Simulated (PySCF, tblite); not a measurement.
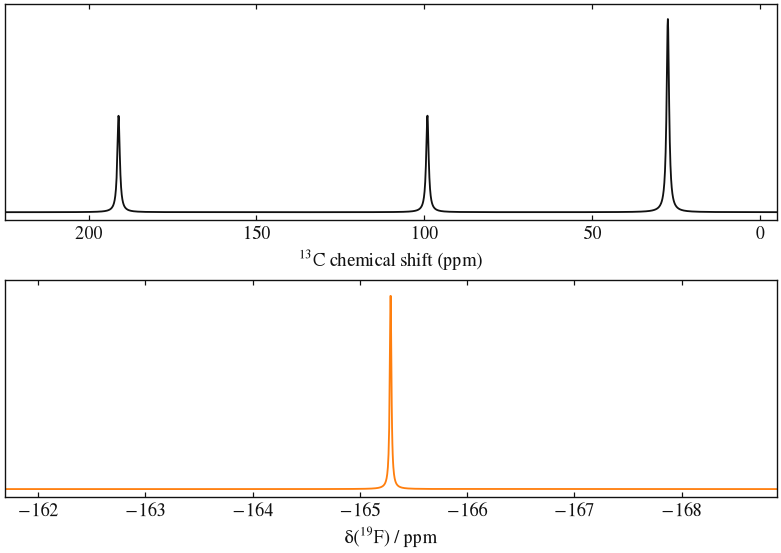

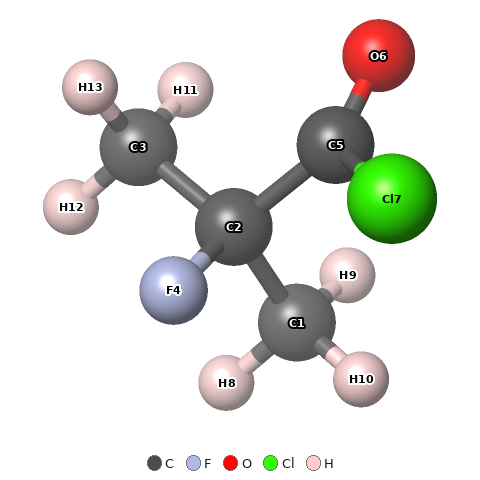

Spectrum and numbered structure of C₄H₆ClFO, SMILES CC(C)(F)C(=O)Cl. GIAO shifts, PBE0/pcSseg-1, PySCF, at a GFN2-xTB geometry (a minimum by its frequencies), against TMS for ¹³C and CFCl₃ for ¹⁹F computed at the same level (¹⁹F: this reference is a hard case for the method, so all values can be off together by tens of ppm, and differences between signals are safer). Gas phase, fully decoupled, line heights follow the number of nuclei, widths are arbitrary (no quadrupolar broadening); values of one conformer, averaged over nuclei that symmetry or rotation about single bonds exchange, these motions taken as fast; other conformers aren't averaged in.

Question: Assign the ¹³C signals to the numbered atoms.

Answer:
| δ (ppm) | nuclei | atoms |
| --- | --- | --- |
| 191.0 | 1 | C5 |
| 99.0 | 1 | C2 |
| 27.4 | 2 | C1, C3 |

Question: Where does the ¹⁹F line lie?

Answer: At −165.3 ppm (F4).

Caveats: the tight-binding geometry is rougher than a DFT one and adds to the error.
